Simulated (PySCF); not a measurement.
## Electronic structure of C$_{5}$H$_{7}$O$_{3}$S (doublet) in real space

```xyz
16

C    -1.2341    0.9321    0.9371
C    -0.7321    0.3119   -0.3455
C    -1.1316   -1.1705   -0.6516
C     0.3364   -1.5400   -0.5273
C     0.6377   -0.2849   -0.2661
S     2.2113    0.6344    0.0830
O     2.4875    1.0311   -1.2779
O     3.0038   -0.4300    0.6408
O     1.7485    1.6608    0.9817
H    -1.2344    0.2036    1.7444
H    -0.5659    1.7463    1.2145
H    -2.2391    1.3275    0.8090
H    -0.8623    0.9887   -1.1901
H    -1.5352   -1.3225   -1.6497
H    -1.7686   -1.6169    0.1070
H     0.8707   -2.4624   -0.6206
```

Geometry: GFN2-xTB.

Theory: PySCF 2.14.0, density-fitted response routines, UKS B3LYP, pcH-1 on C H O S, non-relativistic, mean-field spin-orbit, GIAO.

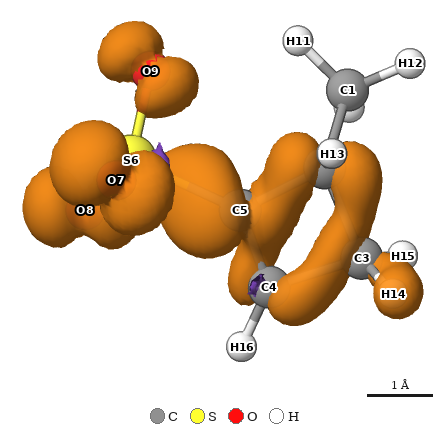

Figure 1. Isosurfaces of the spin density (α minus β) at +0.02 (orange) and −0.02 e/Å³ (purple), seen across its widest extent.

> Which atoms carry the spin?

The unpaired spin (1 electron) lies mostly on O7 (about 0.2), C5 (about 0.2), O8 (about 0.1), O9 (about 0.1) and C2 (about 0.1), in electrons by Hirshfeld's partition.

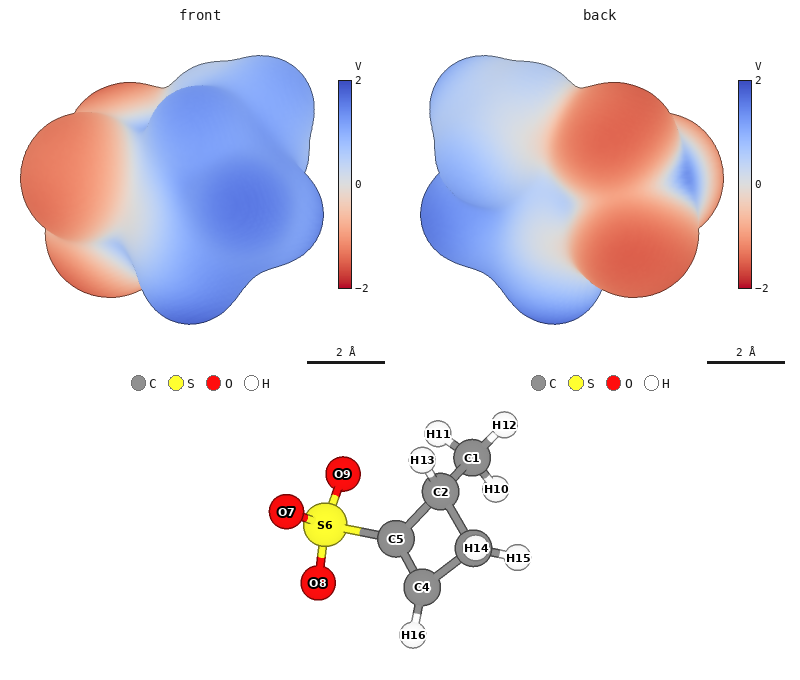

Figure 2. The molecular electrostatic potential painted on the density surface at 0.002 e/bohr³, seen from the front and from behind; the colour scale runs from red (negative) to blue (positive). The bare structure is drawn below in the same view.

> Which sites attract a positive test charge, and which a negative one?

A positive charge is drawn to the negative regions and a negative charge to the positive ones. The most negative region (about −1.5 V) lies over O8 and O9, the most positive (about +1.6 V) over H16.

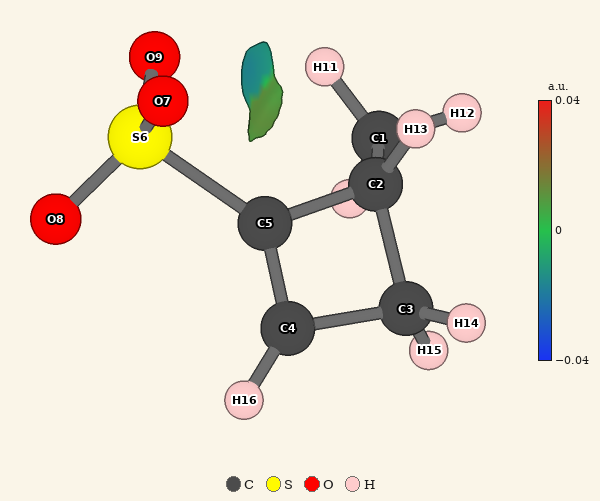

Figure 3. Non-covalent interaction (NCI) plot: the surface where the reduced density gradient is 0.5, for densities under 0.05 a.u., coloured by sign(λ₂)ρ; seen at a tilt.

> Which non-covalent interactions does the plot reveal?

Between H11 and C1 on one side and O9 on the other: a weak contact, attractive (blue-green) on one side and crowded (olive to red) on the other.
